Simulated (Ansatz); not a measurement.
Consider Ga$_{2}$O$_{3}$ in the corundum structure (space group R-3c, No. 167; a = 5.000 Å, c = 13.449 Å (hexagonal axes)). Axes: x lies along a and z along c of the hexagonal cell.

Modification: the cell is stretched by 3.00 % along z with no lateral relaxation, atoms relaxed at fixed cell.

All numbers come from PBEsol (Ansatz, a program for electronic structure), without spin-orbit coupling.

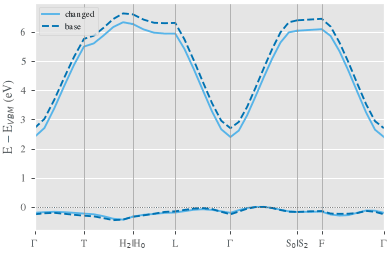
Fig. 1. Highest valence and lowest conduction band along the path, each from its own valence-band maximum

Read the changed gap and its character from the plot.

About 2.4 eV, indirect, Γ–S₀ (50 % along) → Γ.

The cells carry an imposed strain or load. Whether these cells are dynamically stable was not tested.
